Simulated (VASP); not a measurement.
# Ni(111) over its thickness, part 5 of 8

Aim: follow surface energy, work function and relaxation of Ni(111) with the number of layers.

VASP 6.6.1, plane waves and PAW; the level of theory is named at each step.

Still holding for the runs below: The magnetic state follows from one typed start and may not be the lowest.

So far. Step 10 (Surface relaxation, layers 7): The run ended after 10 ionic steps, 0.005 eV below its first step, once the forces on the free atoms met EDIFFG = -0.01. Step 11 (The vacuum level, layers 7): The vacuum level lies 5.02 eV above the Fermi level at the upper face; both faces agree, as the slab has next to no dipole.

### Step 12. Relaxing the slab, layers 8

Level of this step: PBE, spin-polarised from a ferromagnetic start; plane waves and PAW (Ni) (VASP).

System of this step: Ni(111). The cell holds 8 atoms: 8 Ni. Its edges and angles: a = 2.486 Å, b = 2.486 Å, c = 29.210 Å, α = 90.0°, β = 90.0°, γ = 60.0°. It derives from Ni. 8 layers of fcc Ni, cut at this functional's lattice. Vacuum lies along c.

INCAR reads:

```
SYSTEM = Ni
PREC = Normal
ENCUT = 320
EDIFF = 1E-06
NELM = 120
ISMEAR = 1
SIGMA = 0.15
LREAL = .FALSE.
ALGO = Fast
GGA = PE
NBANDS = 58
ISPIN = 2
MAGMOM = 1 1 1 1 1 1 1 1
LASPH = .TRUE.
LMAXMIX = 4
LORBIT = 11
LWAVE = .FALSE.
LCHARG = .FALSE.
KPAR = 4
IBRION = 2
NSW = 50
ISIF = 2
EDIFFG = -0.01
POTIM = 0.4
MAXMIX = 40
```

POSCAR reads:

```
Ni
1.0
    2.4861695742      0.0000000000      0.0000000000
    1.2430847871      2.1530860094      0.0000000000
    0.0000000000      0.0000000000     29.2096426986
Ni
8
Direct
    0.6666666700      0.6666666700      0.2567645200
    0.0000000000      0.0000000000      0.3262603700
    0.3333333300      0.3333333300      0.3957562200
    0.6666666700      0.6666666700      0.4652520700
    0.0000000000      0.0000000000      0.5347479300
    0.3333333300      0.3333333300      0.6042437800
    0.6666666700      0.6666666700      0.6737396300
    0.0000000000      0.0000000000      0.7432354800
```

KPOINTS reads:

```
Automatic mesh
0
Gamma
15 15 1
0 0 0
```

The projector-augmented-wave data sets are Ni (PBE family, release 64).

Run with:

```console
$ mpirun -np 4 vasp_std
```

The log of the run:

```text
[banner, memory and clock lines left out]
running    4 mpi-ranks, on    1 nodes
[...]
LDA part: xc-table for (Slater+PW92), standard interpolation
 POSCAR, INCAR and KPOINTS ok, starting setup
[...]
entering main loop
       N       E                     dE             d eps       ncg     rms          rms(c)
DAV:   1     0.505467215625E+03    0.50547E+03   -0.27134E+04  6320   0.124E+03
DAV:   2    -0.493922844020E+01   -0.51041E+03   -0.47792E+03  6266   0.299E+02
DAV:   3    -0.495440214491E+02   -0.44605E+02   -0.41271E+02  6642   0.117E+02
DAV:   4    -0.503732584506E+02   -0.82924E+00   -0.82704E+00  6880   0.183E+01
[...]
RMM:  43    -0.425567852739E+02   -0.17668E-05   -0.83564E-08  3581   0.188E-03    0.129E-03
RMM:  44    -0.425567866856E+02   -0.14117E-05   -0.73839E-08  3509   0.178E-03    0.135E-03
RMM:  45    -0.425567876199E+02   -0.93436E-06   -0.58557E-08  3257   0.166E-03
   1 F= -.42556788E+02 E0= -.42555731E+02  d E =-.425568E+02  mag=     5.1516
[... from here on, the cycles between the ionic steps are left out ...]
   2 F= -.42559248E+02 E0= -.42558262E+02  d E =-.246023E-02  mag=     5.1533
   3 F= -.42560441E+02 E0= -.42559545E+02  d E =-.365310E-02  mag=     5.1553
   4 F= -.42560452E+02 E0= -.42559564E+02  d E =-.366488E-02  mag=     5.1555
   5 F= -.42560825E+02 E0= -.42559977E+02  d E =-.372072E-03  mag=     5.1550
   6 F= -.42561025E+02 E0= -.42560223E+02  d E =-.572767E-03  mag=     5.1537
   7 F= -.42561035E+02 E0= -.42560241E+02  d E =-.582790E-03  mag=     5.1533
   8 F= -.42561038E+02 E0= -.42560249E+02  d E =-.585144E-03  mag=     5.1531
   9 F= -.42561092E+02 E0= -.42560311E+02  d E =-.543225E-04  mag=     5.1528
  10 F= -.42561102E+02 E0= -.42560330E+02  d E =-.639395E-04  mag=     5.1527
  11 F= -.42561186E+02 E0= -.42560424E+02  d E =-.840134E-04  mag=     5.1528
  12 F= -.42561312E+02 E0= -.42560575E+02  d E =-.210823E-03  mag=     5.1519
  13 F= -.42561436E+02 E0= -.42560746E+02  d E =-.334791E-03  mag=     5.1502
[...]
reached required accuracy - stopping structural energy minimisation
```

Run time: 7.3 min. Hardware: 4 MPI ranks of Intel Xeon Platinum 8488C (Sapphire Rapids), shared host; peak memory 1.1 GiB; 29 min of CPU time.

From OUTCAR (step 12):

```text
  Total       -1.2888960     -1.2888960      0.0266487      0.0000000     -0.0000000      0.0000000
  in kB      -13.2071800    -13.2071800      0.2730664      0.0000000     -0.0000000      0.0000000
  external PRESSURE =      -8.7137645 kB  Pullay stress =       0.0000000 kB

 POSITION                                       TOTAL-FORCE (eV/Angst)
 -----------------------------------------------------------------------------------
      2.48617      1.43539      7.53255        -0.000000     -0.000000     -0.002960
      0.00000      0.00000      9.53298        -0.000000      0.000000     -0.001624
      1.24308      0.71770     11.55773        -0.000000     -0.000000      0.009723
      2.48617      1.43539     13.58908        -0.000000     -0.000000      0.007517
      1.24308      2.15309     15.62057        -0.000000      0.000000     -0.007517
      1.24308      0.71770     17.65191         0.000000      0.000000     -0.009723
      2.48617      1.43539     19.67666         0.000000     -0.000000      0.001624
      0.00000      0.00000     21.67710         0.000000      0.000000      0.002960
 -----------------------------------------------------------------------------------
    total drift:                                0.000000      0.000000     -0.000003

  FREE ENERGIE OF THE ION-ELECTRON SYSTEM (eV)
  ---------------------------------------------------
  free  energy   TOTEN  =       -42.5614363694 eV

  energy  without entropy=      -42.5593642184  energy(sigma->0) =      -42.56074565

 magnetization (x)
# of ion       s       p       d       tot
------------------------------------------
    1       -0.006  -0.024   0.706   0.676
    2       -0.007  -0.026   0.716   0.683
    3       -0.007  -0.026   0.676   0.643
    4       -0.007  -0.025   0.663   0.631
    5       -0.007  -0.025   0.663   0.631
    6       -0.007  -0.026   0.676   0.643
    7       -0.007  -0.026   0.716   0.683
    8       -0.006  -0.024   0.706   0.676
--------------------------------------------------
tot         -0.054  -0.205   5.524   5.265

[... 1 part as in an earlier step ...]

[... 3 further parts left out ...]
[key lines of the parts left out:]
E-fermi :   3.0542
```

Spin moment in the PAW sphere by atom:

| atom | spin moment in the PAW sphere (μB) |
| --- | --- |
| Ni1 | 0.676 |
| Ni2 | 0.683 |
| Ni3 | 0.643 |
| Ni4 | 0.631 |
| Ni5 | 0.631 |
| Ni6 | 0.643 |
| Ni7 | 0.683 |
| Ni8 | 0.676 |

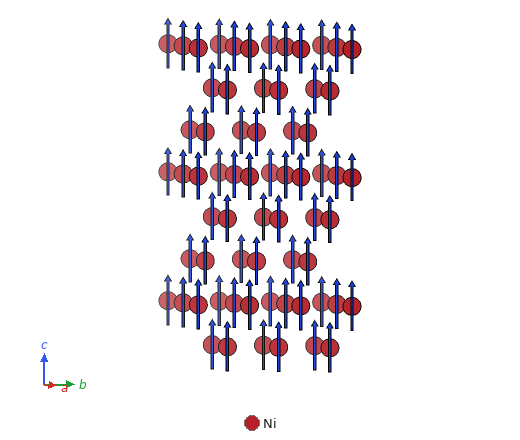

Spin moment in the PAW sphere as arrows, the longest 0.683 μB. Up and down stand for the sign. Arrows give size and sign along the axis of quantisation, drawn up and down the page. 2×3×1 cells are drawn. Some periodic images of atoms are drawn too.

The run ended after 13 ionic steps, 0.005 eV below its first step, once the forces on the free atoms met EDIFFG = -0.01.

### Step 13. The vacuum level, layers 8

INCAR, as its differences from that of step 12:

```diff
@@ -19,7 +19,6 @@
 KPAR = 4
-IBRION = 2
-NSW = 50
-ISIF = 2
-EDIFFG = -0.01
-POTIM = 0.4
-MAXMIX = 40
+IDIPOL = 3
+LDIPOL = .TRUE.
+DIPOL = 0.5 0.5 0.5
+LVHAR = .TRUE.
+LVACPOTAV = .TRUE.
```

POSCAR reads:

```
Ni
1.0
    2.4861695742      0.0000000000      0.0000000000
    1.2430847871      2.1530860094      0.0000000000
    0.0000000000      0.0000000000     29.2096426986
Ni
8
Direct
    0.6666666700      0.6666666700      0.2578787306
    0.0000000000      0.0000000000      0.3263641377
    0.3333333300      0.3333333300      0.3956819601
    0.6666666700      0.6666666700      0.4652257191
    0.0000000000      0.0000000000      0.5347742809
    0.3333333300      0.3333333300      0.6043180399
    0.6666666700      0.6666666700      0.6736358623
    0.0000000000      0.0000000000      0.7421212694
```

KPOINTS is that of step 12.

Run with:

```console
$ mpirun -np 4 vasp_std
```

The log of the run:

```text
[... set-up lines as in an earlier step ...]
 entering main loop
       N       E                     dE             d eps       ncg     rms          rms(c)
DAV:   1     0.505911359864E+03    0.50591E+03   -0.27151E+04  6328   0.124E+03
DAV:   2    -0.483930211376E+01   -0.51075E+03   -0.47839E+03  6264   0.299E+02
DAV:   3    -0.495366925096E+02   -0.44697E+02   -0.41366E+02  6660   0.117E+02
DAV:   4    -0.503720178568E+02   -0.83533E+00   -0.83303E+00  6902   0.184E+01
[...]
RMM:  40    -0.425614342592E+02   -0.46550E-05   -0.27489E-07  4616   0.345E-03    0.270E-03
RMM:  41    -0.425614406054E+02   -0.63462E-05   -0.60153E-07  4725   0.526E-03    0.119E-03
RMM:  42    -0.425614412438E+02   -0.63842E-06   -0.15794E-07  4351   0.283E-03
 [... a notice as in an earlier step ...]

   1 F= -.42561441E+02 E0= -.42560751E+02  d E =-.207176E-02  mag=     5.1503
```

The job ended after 2.5 min (4 MPI ranks; peak memory 1.1 GiB).

Parts of OUTCAR (step 13):

```text
  Total       -1.2988837     -1.2988837      0.0164047      0.0000000     -0.0000000      0.0000000
  in kB      -13.3095229    -13.3095229      0.1680970      0.0000000     -0.0000000      0.0000000
  external PRESSURE =      -8.8169830 kB  Pullay stress =       0.0000000 kB

 POSITION                                       TOTAL-FORCE (eV/Angst)
 -----------------------------------------------------------------------------------
      2.48617      1.43539      7.53255         0.000000      0.000000     -0.002452
      0.00000      0.00000      9.53298        -0.000000     -0.000000     -0.001205
      1.24308      0.71770     11.55773         0.000000     -0.000000      0.009813
      2.48617      1.43539     13.58908        -0.000000     -0.000000      0.007887
      0.00000      0.00000     15.62057         0.000000      0.000000     -0.007887
      1.24308      0.71770     17.65191         0.000000      0.000000     -0.009813
      2.48617      1.43539     19.67666        -0.000000      0.000000      0.001205
      0.00000      0.00000     21.67710        -0.000000      0.000000      0.002452
 -----------------------------------------------------------------------------------
    total drift:                                0.000000      0.000000     -0.000003

  FREE ENERGIE OF THE ION-ELECTRON SYSTEM (eV)
  ---------------------------------------------------
  free  energy   TOTEN  =       -42.5614412438 eV

  energy  without entropy=      -42.5593694882  energy(sigma->0) =      -42.56075066

[... 3 parts as in an earlier step ...]

[... 1 further part left out ...]
[key lines of the parts left out:]
E-fermi :   3.0540
```

The vacuum level lies 5.02 eV above the Fermi level at the upper face; both faces agree, as the slab has next to no dipole.

The program found no field-free point at its default tolerance, and its printed vacuum level lies off the flat part of the planar average, by -0.01 eV at the upper face; the levels here are read from the flat part.

### Step 14. Surface relaxation, layers 9

System of this step: Ni(111). The cell holds 9 atoms: 9 Ni. Its edges and angles: a = 2.486 Å, b = 2.486 Å, c = 31.240 Å, α = 90.0°, β = 90.0°, γ = 60.0°. It derives from Ni. 9 layers of fcc Ni, cut at this functional's lattice. Vacuum lies along c.

INCAR reads:

```
SYSTEM = Ni
PREC = Normal
ENCUT = 320
EDIFF = 1E-06
NELM = 120
ISMEAR = 1
SIGMA = 0.15
LREAL = .FALSE.
ALGO = Fast
GGA = PE
NBANDS = 66
ISPIN = 2
MAGMOM = 1 1 1 1 1 1 1 1 1
LASPH = .TRUE.
LMAXMIX = 4
LORBIT = 11
LWAVE = .FALSE.
LCHARG = .FALSE.
KPAR = 4
IBRION = 2
NSW = 50
ISIF = 2
EDIFFG = -0.01
POTIM = 0.4
MAXMIX = 40
```

POSCAR reads:

```
Ni
1.0
    2.4861695742      0.0000000000      0.0000000000
    1.2430847871      2.1530860094      0.0000000000
    0.0000000000      0.0000000000     31.2395916556
Ni
9
Direct
    0.3333333300      0.3333333300      0.2400799600
    0.6666666700      0.6666666700      0.3050599700
    0.0000000000      0.0000000000      0.3700399800
    0.3333333300      0.3333333300      0.4350199900
    0.6666666700      0.6666666700      0.5000000000
    0.0000000000      0.0000000000      0.5649800100
    0.3333333300      0.3333333300      0.6299600200
    0.6666666700      0.6666666700      0.6949400300
    0.0000000000      0.0000000000      0.7599200400
```

KPOINTS is that of step 13.

Run with:

```console
$ mpirun -np 4 vasp_std
```

The log of the run:

```text
[banner, memory and clock lines left out]
running    4 mpi-ranks, on    1 nodes
[...]
LDA part: xc-table for (Slater+PW92), standard interpolation
 POSCAR, INCAR and KPOINTS ok, starting setup
[...]
entering main loop
       N       E                     dE             d eps       ncg     rms          rms(c)
DAV:   1     0.574935330944E+03    0.57494E+03   -0.29753E+04  7256   0.123E+03
DAV:   2    -0.244545210602E+01   -0.57738E+03   -0.54234E+03  7128   0.299E+02
DAV:   3    -0.557441446049E+02   -0.53299E+02   -0.48321E+02  7580   0.118E+02
DAV:   4    -0.568605560358E+02   -0.11164E+01   -0.11128E+01  7814   0.200E+01
[...]
RMM:  52    -0.480442283904E+02   -0.18654E-05   -0.41949E-08  3734   0.131E-03    0.103E-03
RMM:  53    -0.480442295549E+02   -0.11646E-05   -0.27689E-08  3558   0.112E-03    0.581E-04
RMM:  54    -0.480442300696E+02   -0.51468E-06   -0.13189E-08  2772   0.890E-04
   1 F= -.48044230E+02 E0= -.48042390E+02  d E =-.480442E+02  mag=     6.0152
[... from here on, the cycles between the ionic steps are left out ...]
   2 F= -.48047083E+02 E0= -.48045332E+02  d E =-.285331E-02  mag=     6.0156
   3 F= -.48048243E+02 E0= -.48046568E+02  d E =-.401288E-02  mag=     6.0159
   4 F= -.48047638E+02 E0= -.48046134E+02  d E =-.340816E-02  mag=     6.0162
   5 F= -.48048462E+02 E0= -.48046840E+02  d E =-.423233E-02  mag=     6.0159
   6 F= -.48048461E+02 E0= -.48046847E+02  d E =-.423138E-02  mag=     6.0159
   7 F= -.48048936E+02 E0= -.48047356E+02  d E =-.474387E-03  mag=     6.0153
   8 F= -.48049085E+02 E0= -.48047524E+02  d E =-.623512E-03  mag=     6.0147
   9 F= -.48049144E+02 E0= -.48047620E+02  d E =-.682222E-03  mag=     6.0135
  10 F= -.48049145E+02 E0= -.48047607E+02  d E =-.683460E-03  mag=     6.0139
  11 F= -.48049151E+02 E0= -.48047620E+02  d E =-.689835E-03  mag=     6.0139
  12 F= -.48049240E+02 E0= -.48047708E+02  d E =-.882677E-04  mag=     6.0140
  13 F= -.48049268E+02 E0= -.48047737E+02  d E =-.117062E-03  mag=     6.0137
[...]
reached required accuracy - stopping structural energy minimisation
```

Run time: 11 min. Hardware: 4 MPI ranks; peak memory 1.3 GiB; 46 min of CPU time.

OUTCAR, selected parts (step 14):

```text
  Total       -1.3109380     -1.3109380     -0.1650434      0.0000000     -0.0000000      0.0000000
  in kB      -12.5601622    -12.5601622     -1.5812893      0.0000000     -0.0000000      0.0000000
  external PRESSURE =      -8.9005379 kB  Pullay stress =       0.0000000 kB

 POSITION                                       TOTAL-FORCE (eV/Angst)
 -----------------------------------------------------------------------------------
      1.24308      0.71770      7.52098        -0.000000      0.000000      0.005693
      2.48617      1.43539      9.52268         0.000000     -0.000000      0.003726
      0.00000      0.00000     11.55098        -0.000000     -0.000000      0.005166
      1.24308      0.71770     13.58459         0.000000      0.000000      0.006772
      2.48617      1.43539     15.61980         0.000000      0.000000      0.000000
      0.00000      0.00000     17.65500         0.000000      0.000000     -0.006772
      1.24308      0.71770     19.68861         0.000000      0.000000     -0.005166
      2.48617      1.43539     21.71691        -0.000000      0.000000     -0.003726
      0.00000      0.00000     23.71861         0.000000      0.000000     -0.005693
 -----------------------------------------------------------------------------------
    total drift:                                0.000000      0.000000      0.000003

  FREE ENERGIE OF THE ION-ELECTRON SYSTEM (eV)
  ---------------------------------------------------
  free  energy   TOTEN  =       -48.0492683430 eV

  energy  without entropy=      -48.0446733391  energy(sigma->0) =      -48.04773668

 magnetization (x)
# of ion       s       p       d       tot
------------------------------------------
    1       -0.004  -0.023   0.740   0.713
    2       -0.007  -0.026   0.736   0.704
    3       -0.006  -0.026   0.695   0.663
    4       -0.006  -0.025   0.689   0.658
    5       -0.006  -0.024   0.686   0.656
    6       -0.006  -0.025   0.689   0.658
    7       -0.006  -0.026   0.695   0.663
    8       -0.007  -0.026   0.736   0.704
    9       -0.004  -0.023   0.740   0.713
--------------------------------------------------
tot         -0.052  -0.222   6.406   6.132

[... 1 part as in an earlier step ...]

[... 3 further parts left out ...]
[key lines of the parts left out:]
E-fermi :   3.4557
```

Spin moment in the PAW sphere by atom:

| atom | spin moment in the PAW sphere (μB) |
| --- | --- |
| Ni1 | 0.713 |
| Ni2 | 0.704 |
| Ni3 | 0.663 |
| Ni4 | 0.658 |
| Ni5 | 0.656 |
| Ni6 | 0.658 |
| Ni7 | 0.663 |
| Ni8 | 0.704 |
| Ni9 | 0.713 |

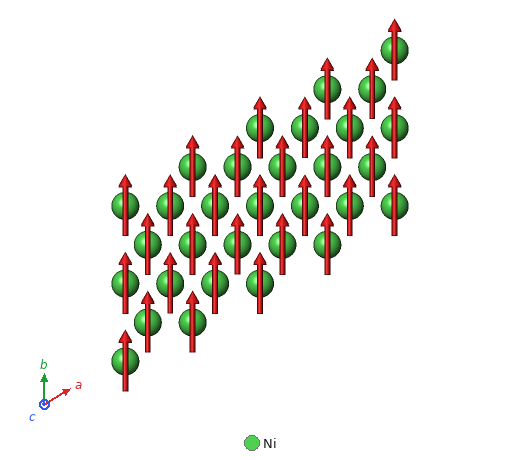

Spin moment in the PAW sphere as arrows, the longest 0.713 μB. Up and down stand for the sign. Arrows give size and sign along the axis of quantisation, drawn up and down the page. 4×2×1 cells are drawn. Some periodic images of atoms are drawn too.

The run ended after 13 ionic steps, 0.005 eV below its first step, once the forces on the free atoms met EDIFFG = -0.01.

[end of part 5 of 8]

[Lines on the potential files, build, host, timing and source positions are cut from VASP's logs without a mark.]

[Logs are printed without paths, hosts, clocks, repeated set-up lines and the standing remarks that a program may print on its own settings, such as how far it seeks lower states.]

[Hosts, paths, dates, database ids (printed as entryN), source tags and the programs' standing remarks are cut or masked in the printed files.]

[Runs that stopped without an error message from VASP are left out.]
